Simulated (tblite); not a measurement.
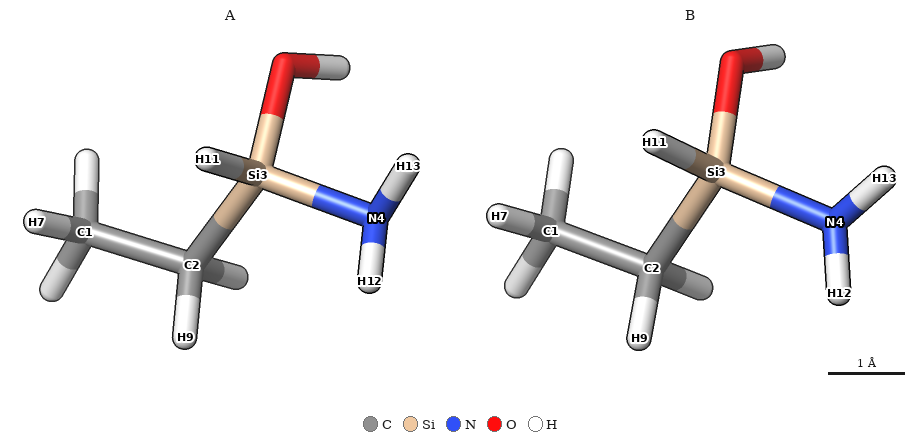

Two geometries of C₂H₉NOSi, drawn at one scale. One is the start of a relaxation, the other its converged end. The picture is a stick view, seen at a tilt.

The calculation used tblite 0.8.0, GFN2-xTB geometry optimisation, gas phase. 

Which of the two is the end point?

Answer. Structure B is the relaxed one. An H atom moves most after the best rigid fit: 0.36 Å. By element the largest moves are H 0.36 Å, O 0.18 Å, Si 0.10 Å, C 0.09 Å, N 0.07 Å. Among the contacts that change: C–Si 1.849 → 1.902 Å, H–O 0.981 → 0.954 Å, N–Si 1.709 → 1.730 Å, O–Si 1.644 → 1.628 Å. Among the angles between lasting bonds that change: N–Si–H 105.6° → 117.9°, Si–N–H 106.8° → 117.5°, O–Si–H 110.0° → 99.7°. Over 98 geometry steps the energy falls by 0.317 eV.
